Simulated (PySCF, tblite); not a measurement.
# C₄H₃F₂ radical: geometry, infrared bands and EPR parameters

Aim: predict the infrared bands and EPR parameters of C₄H₃F₂ radical (`C#C[C](F)CF`).

Programs: tblite 0.8.0 and PySCF 2.14.0, with density-fitted response routines of our own. Each step states its level of theory. These are calculated values for one molecule in the gas phase, unless marked as measured. Atoms count from 0, in the outputs and in this text.

## Step 1: The starting structure

9 atoms, charge 0, multiplicity 2; geometry from: force field or distance geometry start.

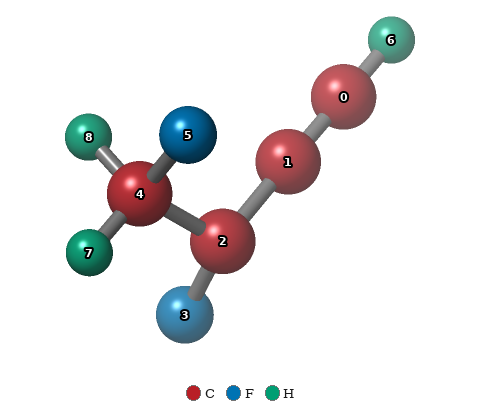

As it starts; carbon red, fluorine blue, hydrogen teal, atoms numbered; sticks join atoms by distance.

## Step 2: Optimising the geometry with GFN2-xTB

What the job is given:

```
{"job": {"kind": "relax", "xc": "GFN2-xTB", "basis": "xTB"}, "charge": 0, "multiplicity": 2}
C      2.214700     0.458600    -0.321700
C      1.138600    -0.097700    -0.218700
C     -0.142900    -0.789600    -0.088100
F     -0.196600    -1.975300    -0.732600
C     -1.320900     0.113800    -0.387400
F     -1.317500     1.188000     0.503700
H      3.148400     0.947800    -0.413600
H     -2.266900    -0.409300    -0.327000
H     -1.243400     0.569700    -1.408900
```

Launch:

```console
OMP_NUM_THREADS=1 python probes_run.py task.json out
```

The driver reads the jobs from task.json and runs them one after another.

**Question.** This job is followed by: GFN2-xTB harmonic vibrations, gas phase; UKS B3LYP, pcH-1 on C F H, non-relativistic, mean-field spin-orbit, GIAO. Predict these results of the whole session: strongest single infrared mode (GFN2-xTB); zero-point energy (GFN2-xTB); g(iso) (B3LYP); ⟨S²⟩; largest a(iso) (averaged by class); potential on the surface of density 0.002 e/bohr³, 1st and 99th percentile.

The runs gave:

| quantity | value |
| --- | --- |
| strongest single infrared mode (GFN2-xTB) | 1006 cm⁻¹, 107 km/mol |
| zero-point energy (GFN2-xTB) | 33.7 kcal/mol |
| g(iso) (B3LYP) | 2.00342 |
| ⟨S²⟩ | 0.768 (exact 0.75) |
| largest a(iso) (averaged by class) | 19F on F5, 125.6 MHz |
| potential on the surface of density 0.002 e/bohr³, 1st and 99th percentile | -0.99 V and 1.77 V |

Over 41 steps the energy fell by 0.443 eV; of the close pairs, C1–C2 changed most, 1.462 to 1.363 Å. The lowest mode is slightly imaginary (18i cm⁻¹), a soft motion within the noise of the Hessian, so the minimum is not strictly shown. The strongest single mode, at 1006 cm⁻¹, moves mainly C4 and F5. Unscaled tight-binding wavenumbers are off by several per cent, some by more. Its intensities can rank the bands wrongly. The largest spin populations lie on C2 (0.68 e), C0 (0.52 e). The isotropic g lies 1.1 ppt above the free-electron value. The conformer search found further structures of the same energy, which may be mirror or relabelled copies of this one.
